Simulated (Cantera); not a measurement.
Feed: 1 mol Fe(CO)₅, 0.088 mol H₂, at 4.80 mbar.

These are equilibrium values from Cantera (NASA tables, ideal gas, pure condensed phases), not measurements of a reactor. Candidate condensed phases: C, C₆H₆, C₇H₈, C₈H₁₈, Fe, Fe(CO)₅, FeO, Fe(OH)₂, Fe(OH)₃, Fe₂O₃, Fe₃O₄, H₂O; 114 gas species. Condensed phases not in the tables: cementite and carbon dissolved in iron. Equilibrium is a limit: real reactors are often held back by kinetics, nucleation or transport.

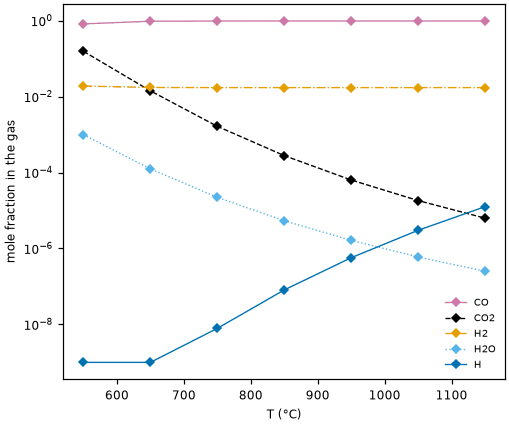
Figure: Equilibrium gas composition (values under 1e-9 drawn at 1e-9)

From 550 °C to 850 °C the condensed part is C(graphite) + Fe(α). From 950 °C to 1150 °C the condensed part is Fe(γ).
